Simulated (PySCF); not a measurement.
Ge(Vi)(OH)2(OEt), SMILES C(C)[O][Ge]([OH])([CH]=C)[OH] at its GFN2-xTB optimised geometry (Å):

```
18

C     -1.2618    -0.6799    -2.7053
C     -1.2566    -1.0410    -1.4362
Ge    -0.4011    -0.0107     0.0000
O      1.3409    -0.0107     0.0000
O     -0.7535     1.7227     0.0000
O     -1.0097    -0.7736     1.4563
C     -0.5880    -0.5424     2.7895
C     -1.7246    -0.9063     3.7331
H     -0.7923     0.2329    -3.0369
H     -1.7356    -1.2790    -3.4687
H     -1.7300    -1.9568    -1.1180
H      1.7300     0.8223    -0.2611
H     -1.6730     1.9568     0.1032
H     -0.3043     0.5072     2.9314
H      0.2903    -1.1631     2.9979
H     -2.0122    -1.9432     3.5807
H     -2.5892    -0.2765     3.5385
H     -1.4078    -0.7701     4.7637
```

Computed with B3LYP/def2-SVP run with PySCF 2.14.0. Cells within 0.4 Å of a nucleus heavier than hydrogen are left out (blank, or x).

Map of the electron localisation function on the plane z = 0.0 Å:

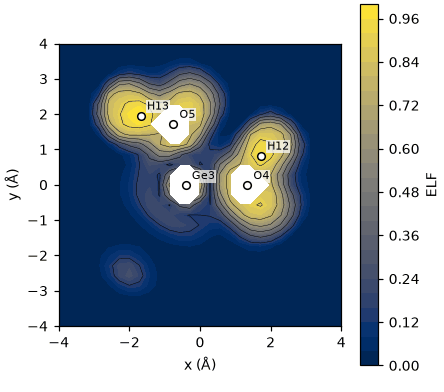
Figure. Electron localisation function on the plane z = 0.0 Å.
